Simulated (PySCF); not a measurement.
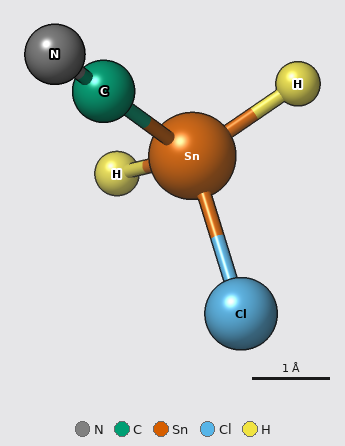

**Figure 1.** The input geometry (ball-and-stick view, seen at a tilt). Sticks mark near contacts. Bond lengths as drawn: Cl–Sn 2.31 Å, C–N 1.15 Å, C–Sn 2.11 Å and H–Sn 1.69 Å.

Property calculation of CH₂ClNSn

CH₂ClNSn, computed with CCSD/def2-SVP, RHF, core potentials def2-svp (PySCF 2.14.0).

The geometry comes from this level: PBE0-D4/def2-TZVP.

**The program's output**
```
converged SCF energy = -766.128426776112
E(CCSD) = -766.706942818709  E_corr = -0.5785160425973841
E = -766.7069428187 Eh
Dipole moment(X, Y, Z, Debye): -1.03026,  4.01495, -0.55180
 ** Mulliken pop  **
pop of  0 N 1s            1.99144
pop of  0 N 2s            1.07229
pop of  0 N 3s            0.60510
pop of  0 N 2px           0.75153
pop of  0 N 2py           0.73991
pop of  0 N 2pz           0.65240
pop of  0 N 3px           0.41423
pop of  0 N 3py           0.40939
pop of  0 N 3pz           0.42566
pop of  0 N 3dxy          0.00846
pop of  0 N 3dyz          0.00631
pop of  0 N 3dz^2         0.00583
pop of  0 N 3dxz          0.00657
pop of  0 N 3dx2-y2       0.01053
pop of  1 C 1s            1.99072
pop of  1 C 2s            0.92158
pop of  1 C 3s            0.40573
pop of  1 C 2px           0.66727
pop of  1 C 2py           0.66178
pop of  1 C 2pz           0.59192
pop of  1 C 3px           0.33431
pop of  1 C 3py           0.33140
pop of  1 C 3pz           0.36716
pop of  1 C 3dxy          0.00932
pop of  1 C 3dyz          0.00737
pop of  1 C 3dz^2         0.00712
pop of  1 C 3dxz          0.00772
pop of  1 C 3dx2-y2       0.01270
pop of  2 Sn 4s           1.60021
pop of  2 Sn 5s           0.41387
pop of  2 Sn 6s           0.91550
pop of  2 Sn 7s           0.09017
pop of  2 Sn 4px          1.08335
pop of  2 Sn 4py          1.08255
pop of  2 Sn 4pz          1.07973
pop of  2 Sn 5px          0.91832
pop of  2 Sn 5py          0.91949
pop of  2 Sn 5pz          0.92365
pop of  2 Sn 6px          0.42597
pop of  2 Sn 6py          0.44308
pop of  2 Sn 6pz          0.51471
pop of  2 Sn 7px          0.09361
pop of  2 Sn 7py          0.11017
pop of  2 Sn 7pz          0.14168
pop of  2 Sn 4dxy         1.95814
pop of  2 Sn 4dyz         1.95661
pop of  2 Sn 4dz^2        1.95578
pop of  2 Sn 4dxz         1.95672
pop of  2 Sn 4dx2-y2      1.95661
pop of  2 Sn 5dxy         0.10934
pop of  2 Sn 5dyz         0.10279
pop of  2 Sn 5dz^2        0.06911
pop of  2 Sn 5dxz         0.09769
pop of  2 Sn 5dx2-y2      0.06762
pop of  3 Cl 1s           1.99947
pop of  3 Cl 2s           1.99163
pop of  3 Cl 3s           1.19811
pop of  3 Cl 4s           0.77145
pop of  3 Cl 2px          1.97999
pop of  3 Cl 2py          1.98069
pop of  3 Cl 2pz          1.98109
pop of  3 Cl 3px          0.66865
pop of  3 Cl 3py          0.69367
pop of  3 Cl 3pz          0.70950
pop of  3 Cl 4px          1.08716
pop of  3 Cl 4py          1.13172
pop of  3 Cl 4pz          1.15607
pop of  3 Cl 3dxy         0.00510
pop of  3 Cl 3dyz         0.00257
pop of  3 Cl 3dz^2        0.00159
pop of  3 Cl 3dxz         0.00375
pop of  3 Cl 3dx2-y2      0.00210
pop of  4 H 1s            0.67945
pop of  4 H 2s            0.42642
pop of  4 H 2px           0.00257
pop of  4 H 2py           0.00309
pop of  4 H 2pz           0.00520
pop of  5 H 1s            0.67947
pop of  5 H 2s            0.42642
pop of  5 H 2px           0.00223
pop of  5 H 2py           0.00280
pop of  5 H 2pz           0.00583
 ** Mulliken atomic charges  **
charge of    0N =     -0.09963
charge of    1C =     -0.31610
charge of    2Sn =      1.01353
charge of    3Cl =     -0.36431
charge of    4H =     -0.11674
charge of    5H =     -0.11675
Traceless quadrupole moment (Debye*A):

Dipole moment(X, Y, Z, Debye): -1.03369,  3.56974, -0.56402
```

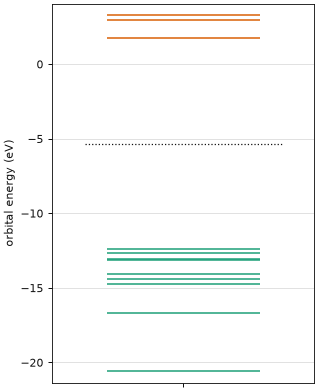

**Figure 2.** Orbital energies near the frontier (SCF reference); the dotted line parts filled from empty levels, and levels within 0.02 eV of each other stand side by side. Highest filled −12.41 eV, lowest empty 1.76 eV, 14.17 eV apart.

The run was set up as follows.

**Input (input.py)**
```python
# N#[C][SnH2][Cl]
from pyscf import gto, scf, cc

mol = gto.M(
    atom='''
N      1.805200    -1.621100     1.077500
C      1.044600    -0.886000     0.621300
Sn    -0.317700     0.495000    -0.198800
Cl    -1.934000    -0.791900    -1.235400
H      0.487900     1.396200    -1.382100
H     -1.044000     1.343700     1.071400
''',
    ecp={'Sn': 'def2-svp'},
    max_memory=1860,
    basis='def2-svp',
    verbose=3,
)

calc0 = scf.RHF(mol)
calc0.conv_tol = 0.0001
calc0.kernel()

mycc = cc.CCSD(calc0)
mycc.kernel()
etot = mycc.e_tot
print('E = %.10f Eh' % etot)
dip = calc0.dip_moment()
pop, q = calc0.mulliken_pop()
quad = calc0.quad_moment()
dm_corr = mycc.make_rdm1(ao_repr=True)
dip_corr = calc0.dip_moment(mol, dm_corr)
```

Command:
```bash
OMP_NUM_THREADS=1 python input.py
```

**Key numbers**

- outcome: converged
- total energy: −766.706943 hartree
- SCF energy: −766.128427 hartree
- correlation energy: −0.578516 hartree
- basis functions: 82
- T1 diagnostic: 0.008
- HOMO of the SCF reference: −12.41 eV
- LUMO of the SCF reference: 1.76 eV
- hardware: 1 thread of Arm Neoverse V2, 24 GiB of memory available, shared host
- wall time: 1.8 min
- peak memory: 0.62 GiB
